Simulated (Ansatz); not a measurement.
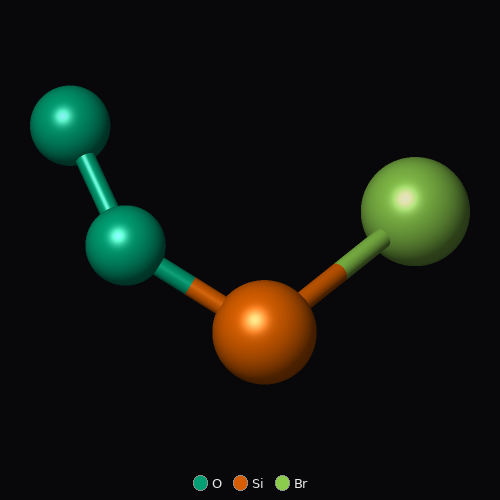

Charge −1, singlet. Computed geometry: PBE0-D4/def2-TZVPD optimisation. No frequency run is at hand to confirm it as a minimum. Properties computed with RKS PBE0-D4/def2-TZVPPD (Ansatz 0.2.0).

### Estimate the HOMO energy (Kohn–Sham orbital).

−1.06 eV.
